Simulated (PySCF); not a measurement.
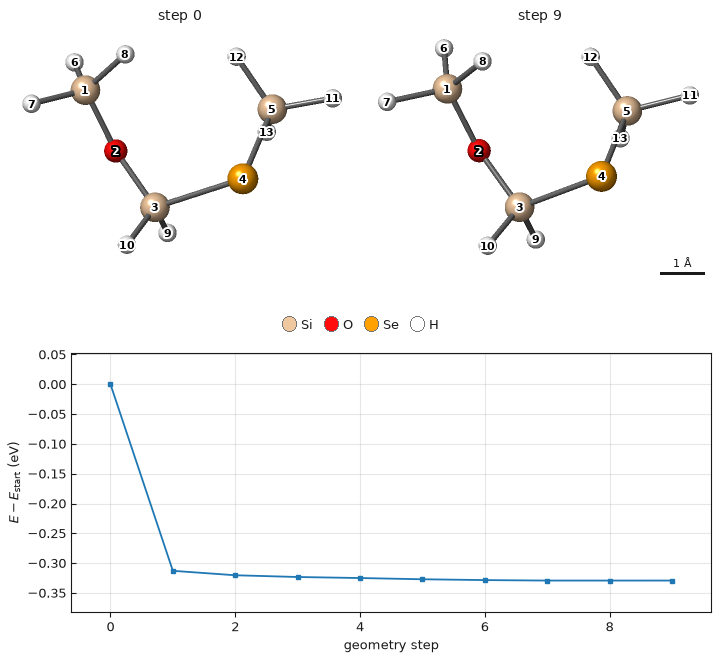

First and last geometry of a relaxation of Si3H8SeO, with the history of the run. The picture is a ball-and-stick view, seen face on.

The start comes from GFN2-xTB. Its atoms were then displaced at random by about 0.01 Å.

All numbers below come from PBE0-D3(BJ)/def2-SVP geometry optimisation, gas phase (PySCF 2.14.0, density-fitted response routines). 

> What do the curves and the structures tell?

It converged. The energy falls by 0.329 eV in 9 geometry steps. The largest move after the best rigid fit is that of H6, 0.41 Å. Largest moves by element: H 0.41 Å, Se 0.16 Å, O 0.15 Å, Si 0.12 Å. Some distances before and after: Si1–O2 1.596 → 1.666 Å, O2–Si3 1.598 → 1.654 Å, Si3–H9 1.436 → 1.487 Å, Si5–H13 1.448 → 1.493 Å. Among the angles between lasting bonds that change: Si1–O2–Si3 153.5° → 144.7°, Si3–Se4–Si5 100.3° → 93.8°, H9–Si3–H10 117.2° → 111.4°.
